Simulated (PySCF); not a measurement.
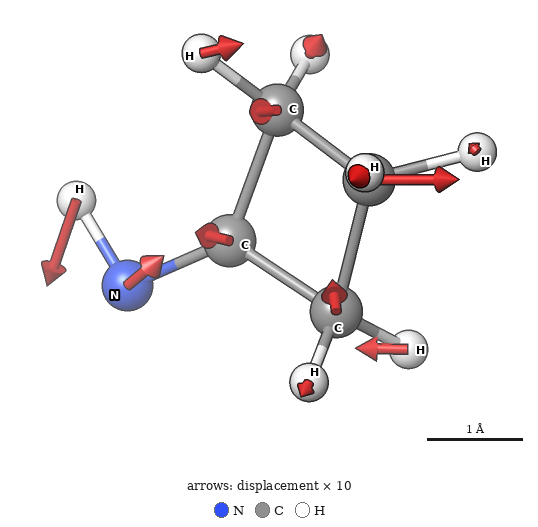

This is a relaxation of C₄H₇N. The starting structure is drawn; red arrows show the displacements, 10 times their true length. The two geometries are superimposed by the best rigid fit.

A ball-and-stick model, seen at a tilt.

The start comes from MMFF94s. Its atoms were then displaced at random by about 0.03 Å.

Computed with PBE0-D3(BJ)/def2-SVP geometry optimisation, gas phase (PySCF 2.14.0, density-fitted response routines). 

**Describe the change and its energy.**

The largest moves after the best rigid fit, 0.11 Å, are those of C and H atoms. By element the largest moves are C 0.11 Å, H 0.10 Å, N 0.06 Å. Among the contacts that change: C–C 1.415 → 1.549 Å, C–N 1.370 → 1.260 Å, C–H 1.188 → 1.098 Å, C–H 1.037 → 1.101 Å. Bond angles that change, for instance: H–C–H 99.5° → 108.3°, C–N–H 102.3° → 110.2°, C–C–C 97.9° → 90.1°. The energy falls by 1.095 eV in 7 geometry steps.
